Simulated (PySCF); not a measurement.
Tolane, SMILES c1cccc(c1)C#Cc1ccccc1, singlet at its GFN2-xTB optimised geometry (Å):

```
24

C     -0.6039    -0.0023    -0.0003
C      0.6040     0.0028    -0.0004
C      2.0152     0.0089    -0.0006
C      2.7139     1.2176    -0.0271
C      4.0949     1.2176    -0.0272
C      4.7936     0.0208    -0.0008
C      4.1052    -1.1820     0.0257
C      2.7242    -1.1938     0.0259
C     -2.0152    -0.0084    -0.0002
C     -2.7139    -1.2174     0.0000
C     -4.0949    -1.2174     0.0000
C     -4.7936    -0.0202     0.0000
C     -4.1052     1.1828    -0.0001
C     -2.7242     1.1947    -0.0003
H      2.1635     2.1472    -0.0476
H      4.6315     2.1552    -0.0479
H      5.8737     0.0254    -0.0009
H      4.6498    -2.1150     0.0463
H      2.1818    -2.1281     0.0465
H     -2.1635    -2.1472     0.0000
H     -4.6315    -2.1552     0.0000
H     -5.8737    -0.0249     0.0001
H     -4.6498     2.1160     0.0000
H     -2.1818     2.1291    -0.0004
```

Method: PBE0/def2-SVP (PySCF). Cells within 0.4 Å of a nucleus heavier than hydrogen are left out (blank, or x).

Map of the Laplacian of the electron density (e/bohr⁵), clipped to [-1.50, 1.50] on the plane z = 0.0 Å:

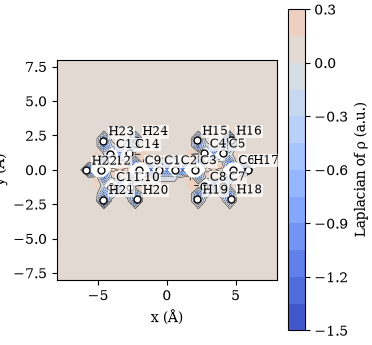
*Laplacian of the electron density (e/bohr⁵), clipped to [-1.50, 1.50] on the plane z = 0.0 Å.*
